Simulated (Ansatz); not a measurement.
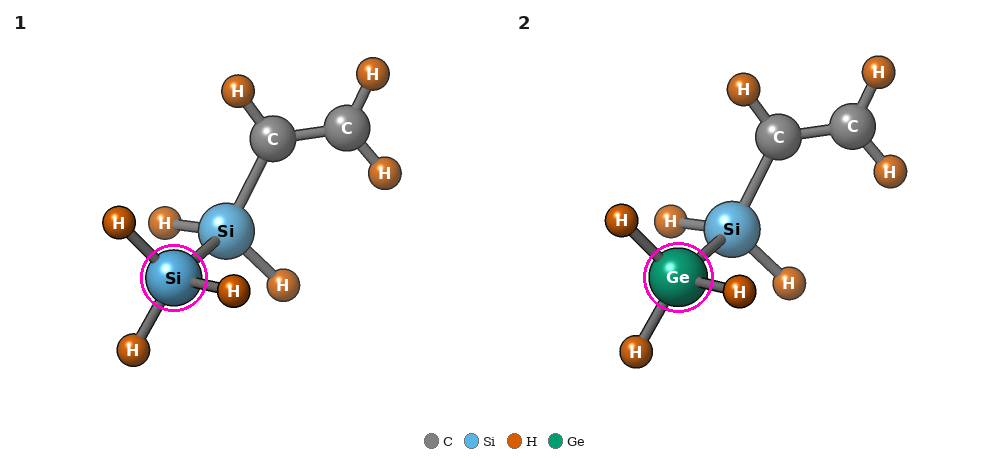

2 molecules with one skeleton, seen from the same side and at one scale; the atom that differs is circled. Charge 0, singlet. Computed geometries: PBE0-D4/def2-TZVP optimisations, one conformation each. Properties computed with Ansatz 0.2.0.

One atom differs, called X below: Si in panel 1, Ge in panel 2. Their formulas are C2H8Si2 (`C=C[SiH2][SiH3]`), C2H8GeSi (`C=C[SiH2][GeH3]`).

In which is the mean length of X–H larger (PBE0-D4/def2-TZVP)?

In panel 2 (X = Ge).

In which is the dipole moment larger (ωB97M-V/def2-TZVPP)?

In panel 2 (X = Ge).

Give the values. With PBE0-D4/def2-TZVP: mean length of X–H (Å), length of X–Si (Å), mean angle Si–X–H (°). With ωB97M-V/def2-TZVPP: dipole moment (D), HOMO energy (Kohn–Sham orbital) (eV), HOMO–LUMO gap (eV).

```tsv
quantity	1 (Si)	2 (Ge)	2 − 1
mean length of X–H (Å)	1.489	1.539	+0.050
length of X–Si (Å)	2.343	2.382	+0.039
mean angle Si–X–H (°)	110.5	110.9	+0.4
dipole moment (D)	0.83	0.94	+0.11
HOMO energy (Kohn–Sham orbital) (eV)	−9.70	−9.66	+0.04
HOMO–LUMO gap (eV)	11.06	11.02	−0.04
```
